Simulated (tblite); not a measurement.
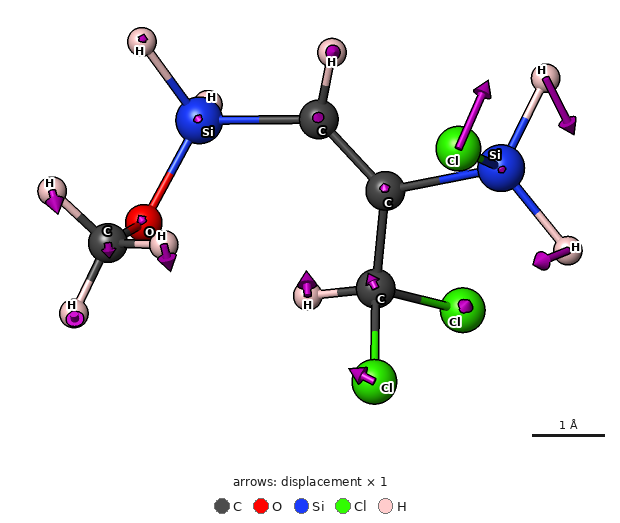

This is a relaxation of C$_{4}$H$_{9}$Cl$_{3}$OSi$_{2}$. The starting structure is drawn; purple arrows show the displacements, at their true length. The two geometries are superimposed by the best rigid fit.

Style: ball-and-stick. Shown face on.

Method: GFN2-xTB geometry optimisation, gas phase (tblite). 

**What did the optimiser do to the structure, and how much energy did it gain?**

After 159 geometry steps the energy has fallen by 9.69 kcal/mol. The atom that moves furthest after the best rigid fit is a Cl atom (1.13 Å). By element the largest moves are Cl 1.13 Å, H 1.00 Å, C 0.26 Å, O 0.14 Å, Si 0.11 Å. Some distances before and after: Cl–Si 3.468 → 3.189 Å, C–Si 1.836 → 1.899 Å, C–C 1.370 → 1.335 Å, Cl–Si 2.050 → 2.015 Å. Among the angles between lasting bonds that change: C–O–Si 119.1° → 130.4°, O–Si–H 109.1° → 98.7°, Si–C–H 110.4° → 116.2°. Groups turn about C–Si by about 40°. Cost: 3.9 s on 1 thread of Arm Neoverse N1, with other jobs on the host.
